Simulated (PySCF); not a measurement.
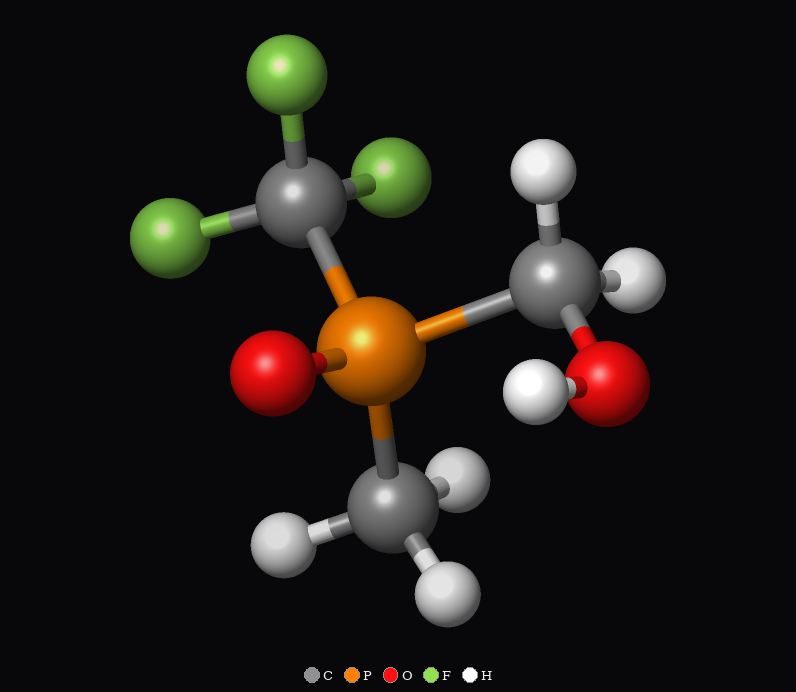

Every bond is drawn as one stick, whatever its order.

Computed geometry: GFN2-xTB optimisation. No frequency run is at hand to confirm it as a minimum.

Question: Count the atoms of each element.

Answer: C3H6F3O2P, 15 atoms: 3 carbon, 6 hydrogen, 3 fluorine, 2 oxygen and 1 phosphorus.

Question: Count the bonded pairs by element.

Answer: 5 C–H, 3 C–P, 3 C–F, 1 O–P, 1 C–O, 1 O–H.

Question: Name functional groups in it.

Answer: Among them: alcohol, C–F bond.

Question: Give a SMILES string for it.

Answer: C[P@@](=O)(CO)C(F)(F)F

The parts below concern this one geometry. Atoms keep their numbers from picture to picture.

### Symmetry

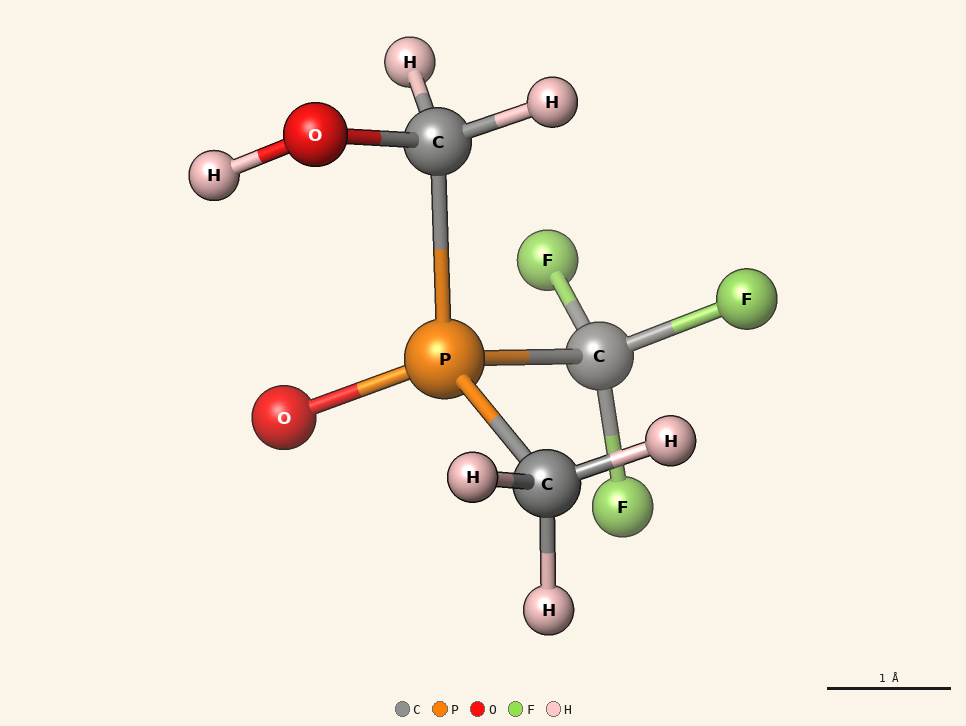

Distant atoms are faded towards the background colour. No frequency run is at hand to confirm it as a minimum. Masses are those of the most abundant isotopes; constants are for the rigid equilibrium geometry.

Question: Classify the rotor and give the rotational constants (cm⁻¹).

Answer: An asymmetric top (C1): A = 0.0686, B = 0.0337, C = 0.0318 cm⁻¹. Ray's parameter κ is −0.90, close to the prolate limit.

### Dipole moment

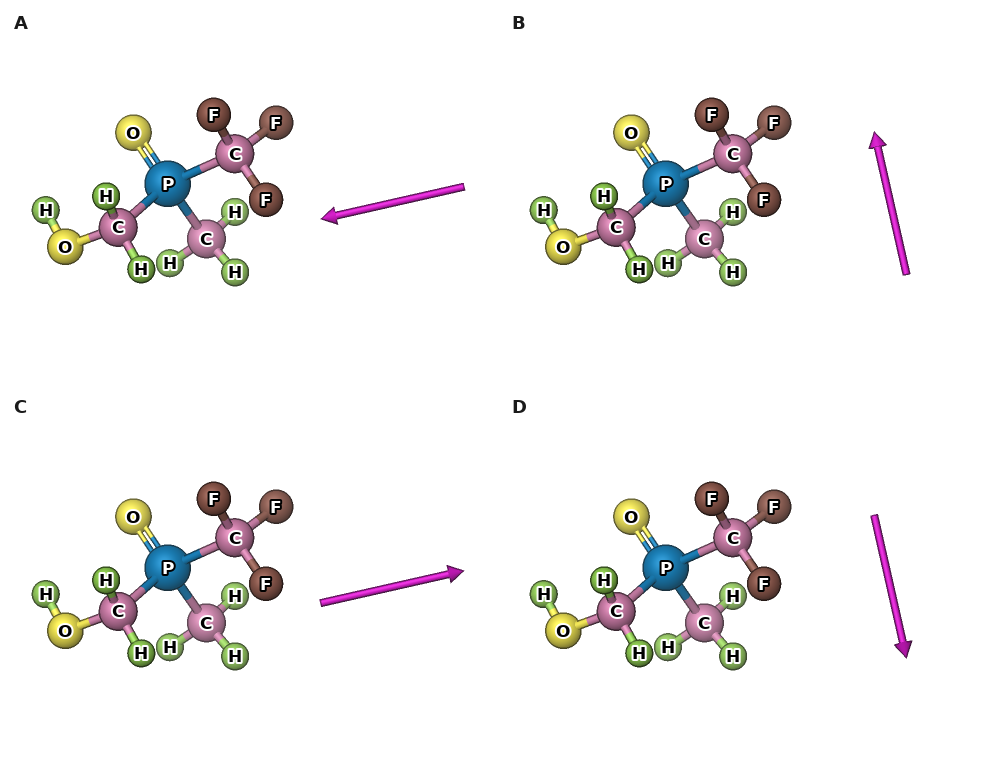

The same molecule four times, each with an arrow. No frequency run is at hand to confirm it as a minimum. Level of theory: CAM-B3LYP/def2-SVPD, gas phase (PySCF 2.14.0).

Question: Which arrow points along the dipole moment, from the negative to the positive end?

Answer: D. The dipole moment is 2.96 D.

### Excitation

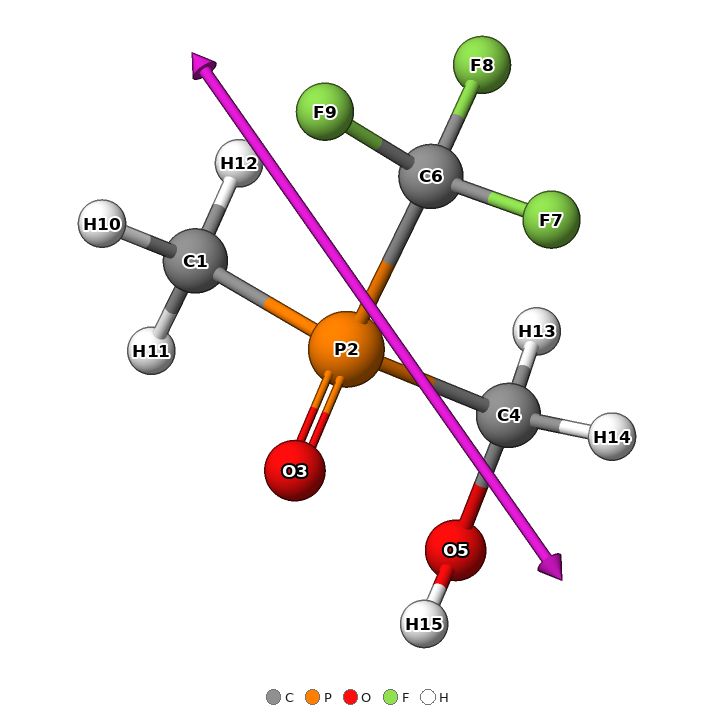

The double arrow shows the direction of the transition dipole to excited singlet state 7 (its length means nothing). No frequency run is at hand to confirm it as a minimum. Method: TDDFT CAM-B3LYP/def2-SVPD, vertical, gas phase, core orbitals frozen in the response (PySCF 2.14.0).

Question: Where does the transition lie, and how strong is it?

Answer: 8.60 eV (144 nm), oscillator strength 0.035, of mixed character, with the largest part HOMO−1 → LUMO+2 (weight 0.21); transition dipole 1.04 D.

### Polarisability

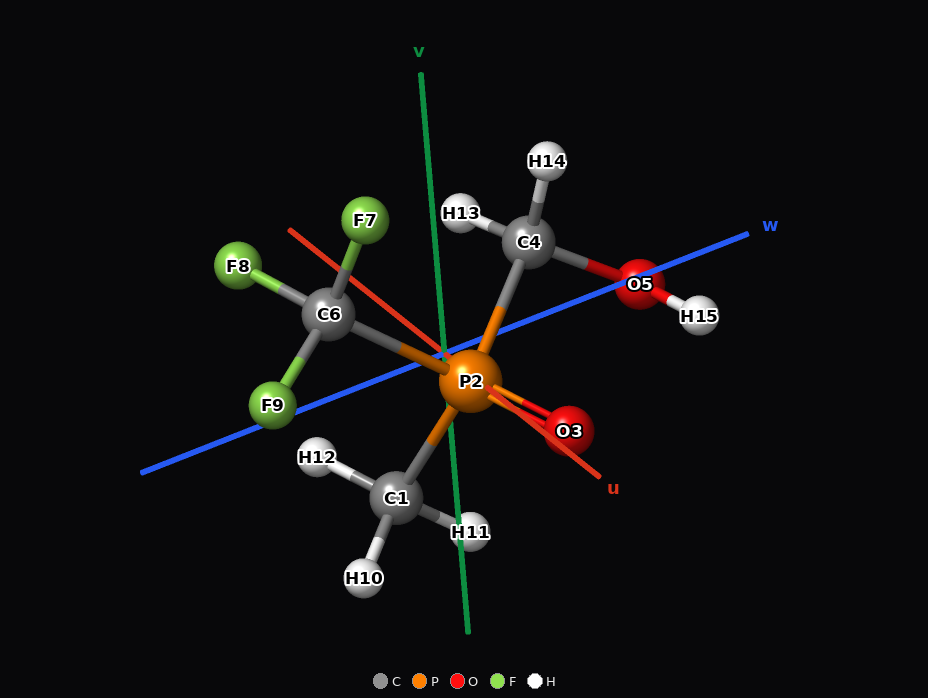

The lines u, v and w are the principal axes of the static dipole polarisability. No frequency run is at hand to confirm it as a minimum. Level of theory: CAM-B3LYP/def2-SVPD (PySCF 2.14.0).

Question: Along which axis is the molecule most polarisable, and along which least?

Answer: Most along w (close to the long direction O5···F9), least along u.

Question: Give the three principal values.

Answer: u 65.9, v 69.8, w 73.8 bohr³; mean 69.8, anisotropy 6.9 bohr³.

The geometry is semi-empirical. Around P such bond lengths and angles can be off by a tenth of an ångström or more and by several degrees, and values that hang on the shape move with them.
